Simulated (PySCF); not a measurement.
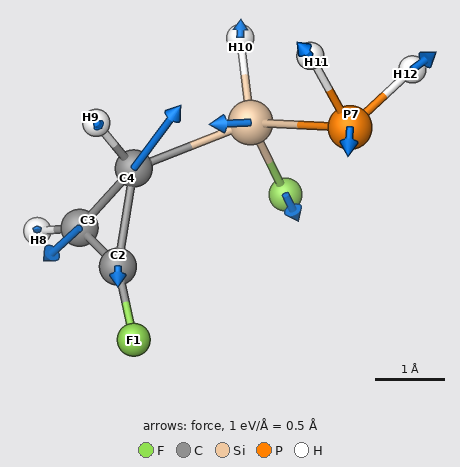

Starting geometry of C3H5F2PSi with the computed forces as blue arrows. A ball-and-stick model, seen from a free direction.

The start comes from GFN2-xTB. Its atoms were then displaced at random by about 0.01 Å.

Computed with PySCF, PBE0-D3(BJ)/def2-SVP geometry optimisation, gas phase. 

**What follows when this structure is relaxed?**

It isn't relaxed: the largest force vector, on a C atom, is 2.64 eV/Å. The final displacements have little in common with the starting forces (cosine between the two patterns 0.21). Over 9 geometry steps the energy falls by 4.25 kcal/mol. An H atom moves most after the best rigid fit: 0.24 Å. Largest moves by element: H 0.24 Å, F 0.14 Å, P 0.09 Å, Si 0.06 Å, C 0.06 Å. Among the contacts that change: C–C 1.490 → 1.565 Å, C–Si 1.924 → 1.875 Å, H–P 1.386 → 1.429 Å, P–Si 2.225 → 2.255 Å. Bond angles that change, for instance: P–Si–H 119.4° → 113.5°, C–C–H 150.6° → 155.3°, Si–P–H 95.2° → 90.7°. The run took 79 s on 1 thread of Arm Neoverse V1, with other jobs on the host.
